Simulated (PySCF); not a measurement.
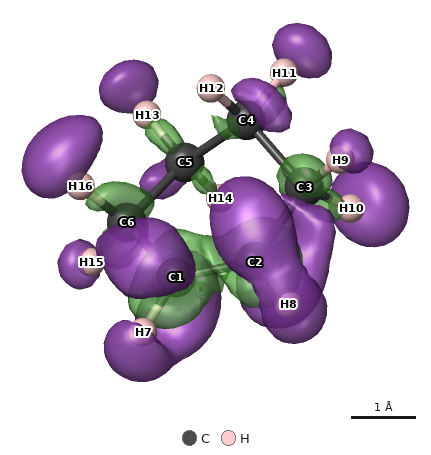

*C6H10, SMILES `C1=CCCCC1`. Fukui function f⁺ = ρ(N+1) − ρ(N) at fixed geometry, surfaces at ±0.015 e/Å³ (purple positive, green negative).*

Method: BLYP/def2-SVP; geometry: GFN2-xTB; program: PySCF. No frequency check shows the geometry to be a minimum.

**On which atoms does the density change most on addition of an electron?**

f⁺ (Hirshfeld-condensed) is largest on C1 and C2 (0.10 each), H10 and H16 (0.08 each) and H11 and H13 (0.08 each); the vertical electron affinity is −2.65 eV (the stability of the anion's solution wasn't checked; negative, but this basis has no diffuse functions, so it doesn't show that the anion is unbound). Condensed values hint at sites of nucleophilic attack but needn't mark the atom that reacts. Shares this close don't rank the sites. Orbital relaxation makes it negative in places (0.15 e in all).

Cost of the run: 110 s on 1 thread of Arm Neoverse V2 (shared host), peak memory 0.56 GiB.
